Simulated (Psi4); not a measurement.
**OMP2/cc-pVDZ (density fitting for correlation) run of Si2H5Cl (SMILES [SiH3][SiH2]Cl)**

What is the vertical singlet–triplet gap of Si2H5Cl at OMP2/cc-pVDZ (density fitting for correlation)? Input form: a Python script.

The calculation is run with Psi4 1.11.

## Step 1: The structure to begin with

The species is Si2H5Cl (8 atoms), meant as a singlet with charge 0. As SMILES, `[SiH3][SiH2]Cl`. The shape is that of a PBE0-D4/def2-TZVP optimisation.

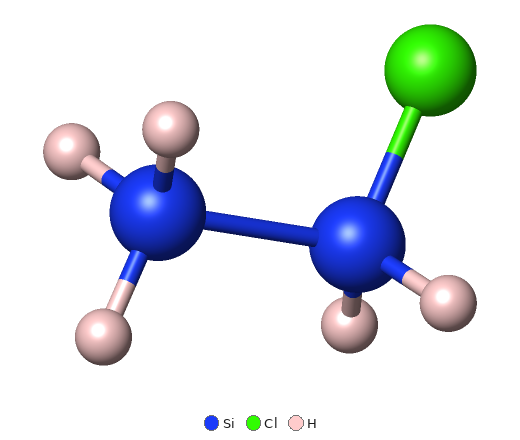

Viewed from a chosen angle; silicon blue, chlorine green, hydrogen pink.

## Step 2: The energy at OMP2/cc-pVDZ (density fitting for correlation)

run.py reads:

```python
import psi4

psi4.set_memory('2200 MB')
psi4.set_num_threads(1)
psi4.core.set_output_file('psi4.out', False)

molecule = psi4.geometry("""
0 1
Si    -1.33509151     1.66636050    -0.73756011
Si     1.08356896    -1.77407489     0.61586174
Cl     4.59505804    -0.47791174     1.71587132
H     -3.87960773     0.77497668    -1.53634734
H     -0.06481761     2.91150104    -2.91017823
H     -1.61477097     3.50676477     1.36457123
H     -0.07899055    -3.06664756     2.81833754
H      1.46869514    -3.64887217    -1.43600288
units au
symmetry c1
no_reorient
no_com
""")

psi4.set_options({
    'puream': True,
    'e_convergence': 1e-09,
    'd_convergence': 1e-08,
    'scf_type': 'pk',
    'num_frozen_docc': 15,
})

result = psi4.energy("omp2/cc-pVDZ", molecule=molecule)
print('E =', round(result, 9))
for k, v in sorted(psi4.core.scalar_variables().items()):
    print(f'{k:45s} {v:18.10f}')
```

Run with:

```
$ python run.py
```

psi4.out:

```text
[...]
  Running in c1 symmetry.
[...]
  Nuclear repulsion =  191.508261892085386
[...]
  Multiplicity = 1
[...]
  Nalpha       = 25
  Nbeta        = 25
[...]
    Number of basis functions: 79
[...]
   @RHF iter   1: -1040.27656808821939   -5.10498e-01   2.19398e-03 DIIS/ADIIS
[...]
   @RHF iter  10: -1040.31676903306425   -1.06866e-11   8.47796e-09 DIIS
[...]
    Orbital Energies [Eh]
    ---------------------
    Doubly Occupied:
       1A   -104.821955     2A    -68.824977     3A    -68.787656
       4A    -10.550971     5A     -8.018031     6A     -8.015463
       7A     -8.015461     8A     -6.172479     9A     -6.139376
      10A     -4.279232    11A     -4.277585    12A     -4.277452
      13A     -4.245118    14A     -4.245074    15A     -4.245067
      16A     -1.096800    17A     -0.764321    18A     -0.685805
      19A     -0.532221    20A     -0.530562    21A     -0.494931
      22A     -0.490245    23A     -0.486452    24A     -0.447446
      25A     -0.402600
[...]
  @RHF Final Energy: -1040.31676903306425
   => Energetics <=
    Nuclear Repulsion Energy =            191.5082618920853861
    One-Electron Energy =               -1821.9555025295792348
    Two-Electron Energy =                 590.1304716044296583
    Total Energy =                      -1040.3167690330642472
[...]
 Multipole Moments:
 ------------------------------------------------------------------------------------
     Multipole            Electronic (a.u.)      Nuclear  (a.u.)        Total (a.u.)
 ------------------------------------------------------------------------------------
 L = 1.  Multiply by 2.5417464519 to convert [e a0] to [Debye]
 Dipole X            :        -71.0572175           70.4251793           -0.6320382
 Dipole Y            :          9.0310405           -9.1547783           -0.1237377
 Dipole Z            :        -25.9789220           25.7664156           -0.2125064
 Magnitude           :                                                    0.6781905
[...]
	Warning: cc_lambda option is changed to TRUE
	For this residual convergence, default PCG convergence is:     1.00e-07
[...]
	DF-MP2 Total Energy (a.u.)         : -1040.65426060359823
[...]
	DF-MP2 Total Energy (a.u.)         : -1040.65747986313727
[...]
	DF-OMP2 Total Energy (a.u.)        : -1040.65747986314022
[...]
```

On the terminal:

```text
E = -1040.657479863
CURRENT CORRELATION ENERGY                         -0.3407108301
CURRENT ENERGY                                  -1040.6574798631
CURRENT REFERENCE ENERGY                        -1040.3167690331
DD SOLVATION ENERGY                                 0.0000000000
HF KINETIC ENERGY                                1040.4439997431
HF POTENTIAL ENERGY                             -2080.7607687761
HF TOTAL ENERGY                                 -1040.3167690331
HF VIRIAL RATIO                                     1.9998777150
MP2 CORRELATION ENERGY                             -0.3374915705
MP2 DOUBLES ENERGY                                 -0.3374915705
MP2 SINGLES ENERGY                                  0.0000000000
MP2 TOTAL ENERGY                                -1040.6542606036
NUCLEAR REPULSION ENERGY                          191.5082618921
OMP2 CORRELATION ENERGY                            -0.3407108301
OMP2 REFERENCE CORRECTION ENERGY                    0.0033114366
OMP2 TOTAL ENERGY                               -1040.6574798631
ONE-ELECTRON ENERGY                             -1821.9555025296
PCM POLARIZATION ENERGY                             0.0000000000
PE ENERGY                                           0.0000000000
SCF ITERATION ENERGY                            -1040.3167690331
SCF ITERATIONS                                     10.0000000000
SCF TOTAL ENERGY                                -1040.3167690331
SCS(N)-MP2 CORRELATION ENERGY                    1040.3167690331
SCS(N)-MP2 TOTAL ENERGY                             0.0000000000
SCS(N)-OMP2 CORRELATION ENERGY                   1040.3167690331
SCS(N)-OMP2 TOTAL ENERGY                            0.0000000000
SCS-MP2 CORRELATION ENERGY                       1040.3167690331
SCS-MP2 TOTAL ENERGY                                0.0000000000
SCS-OMP2 CORRELATION ENERGY                      1040.3167690331
SCS-OMP2 TOTAL ENERGY                               0.0000000000
SOS-MP2 CORRELATION ENERGY                       1040.3167690331
SOS-MP2 TOTAL ENERGY                                0.0000000000
SOS-OMP2 CORRELATION ENERGY                      1040.3167690331
SOS-OMP2 TOTAL ENERGY                               0.0000000000
TWO-ELECTRON ENERGY                               590.1304716044
```

It took 20 s on 1 thread of AMD EPYC 7R43 (Zen 3), shared host; peak memory 0.39 GiB.

## Step 3: The triplet

job.py reads:

```python
import psi4

psi4.set_memory('2200 MB')
psi4.set_num_threads(1)
psi4.set_output_file('run.log', False)

mol = psi4.geometry("""
0 3
Si    -1.33509151     1.66636050    -0.73756011
Si     1.08356896    -1.77407489     0.61586174
Cl     4.59505804    -0.47791174     1.71587132
H     -3.87960773     0.77497668    -1.53634734
H     -0.06481761     2.91150104    -2.91017823
H     -1.61477097     3.50676477     1.36457123
H     -0.07899055    -3.06664756     2.81833754
H      1.46869514    -3.64887217    -1.43600288
units bohr
symmetry c1
no_reorient
no_com
""")

psi4.set_options({
    'basis': 'cc-pVDZ',
    'reference': 'uhf',
    'puream': True,
    'e_convergence': 1e-09,
    'd_convergence': 1e-08,
    'scf_type': 'pk',
    'num_frozen_docc': 15,
    'maxiter': 100,
})

e, wfn = psi4.energy('omp2', return_wfn=True)
print(f'total energy {e:.8f} hartree = {e * 27.211386:.5f} eV')
```

Run with:

```
$ python job.py
```

run.log:

```text
[...]
  Running in c1 symmetry.
[...]
  Nuclear repulsion =  191.508261892085386
[...]
  Multiplicity = 3
[...]
  Nalpha       = 26
  Nbeta        = 24
[...]
    Number of basis functions: 79
[...]
   @UHF iter   1: -1040.03126851251454   -2.65198e-01   2.18074e-03 ADIIS/DIIS
[...]
   @UHF iter  19: -1040.08721826434476   -5.45697e-12   8.61872e-09 DIIS
[...]
   @S^2 Observed:                2.010234515E+00
[...]
    Orbital Energies [Eh]
    ---------------------
    Alpha Occupied:
       1A   -104.812281     2A    -68.848277     3A    -68.847800
       4A    -10.542851     5A     -8.012215     6A     -8.007230
       7A     -8.005605     8A     -6.194005     9A     -6.193000
      10A     -4.306223    11A     -4.304030    12A     -4.299619
      13A     -4.298035    14A     -4.297446    15A     -4.296108
      16A     -1.103789    17A     -0.828872    18A     -0.707430
      19A     -0.556825    20A     -0.545999    21A     -0.528996
      22A     -0.517900    23A     -0.514887    24A     -0.449557
      25A     -0.445638    26A     -0.164847
    Alpha Virtual:
[...]
  @UHF Final Energy: -1040.08721826434476
   => Energetics <=
    Nuclear Repulsion Energy =            191.5082618920853861
    One-Electron Energy =               -1820.9892644040357936
    Two-Electron Energy =                 589.3937842476057085
    Total Energy =                      -1040.0872182643447559
  UHF NO Occupations:
  HONO-2 :   24  A 1.9977527
  HONO-1 :   25  A 1.0000000
[...]
 Multipole Moments:
 ------------------------------------------------------------------------------------
     Multipole            Electronic (a.u.)      Nuclear  (a.u.)        Total (a.u.)
 ------------------------------------------------------------------------------------
 L = 1.  Multiply by 2.5417464519 to convert [e a0] to [Debye]
 Dipole X            :        -71.2345448           70.4251793           -0.8093656
 Dipole Y            :          9.4416455           -9.1547783            0.2868673
 Dipole Z            :        -26.0997560           25.7664156           -0.3333404
 Magnitude           :                                                    0.9211304
[...]
	Warning: cc_lambda option is changed to TRUE
	For this residual convergence, default PCG convergence is:     1.00e-07
[...]
	DF-SCS-MP2 Total Energy (a.u.)     : -1040.42633626488009
	DF-SOS-MP2 Total Energy (a.u.)     : -1040.42871929602393
[...]
	DF-SCS-OMP2 Total Energy (a.u.)    : -1040.43299834474578
	DF-SOS-OMP2 Total Energy (a.u.)    : -1040.40702752857464
	DF-SCS(N)-OMP2 Total Energy (a.u.) : -1040.21371107994014
[...]
	DF-OMP2 Total Energy (a.u.)        : -1040.42986625049275
[...]
```

The script printed:

```text
total energy -1040.42986625 hartree = -28311.53870 eV
```

It took 46 s on 1 thread of AMD EPYC 7R43 (Zen 3), shared host; peak memory 0.37 GiB.

## Step 4: Results

Level: OMP2/cc-pVDZ (density fitting for correlation), 15 core orbitals frozen.

```
                                                           quantity           value
                                              singlet: total energy  -1040.65748 Eh
                       singlet: HOMO energy (Hartree–Fock orbitals)       -10.96 eV
                       singlet: LUMO energy (Hartree–Fock orbitals)         3.02 eV
                     singlet: HOMO–LUMO gap (Hartree–Fock orbitals)        13.98 eV
              singlet: correlation energy (15 core orbitals frozen)      -340.7 mEh
                                              triplet: total energy  -1040.42987 Eh
triplet: HOMO energy (Hartree–Fock orbitals) (highest over α and β)        -4.49 eV
 triplet: LUMO energy (Hartree–Fock orbitals) (lowest over α and β)        -2.53 eV
              triplet: correlation energy (15 core orbitals frozen)      -342.6 mEh
                         triplet: ⟨S²⟩ of the reference determinant           2.010
                   vertical energy of the triplet above the singlet        6.194 eV
```

What this shows: At this shape the triplet lies 6.19 eV (143 kcal/mol) above the singlet.
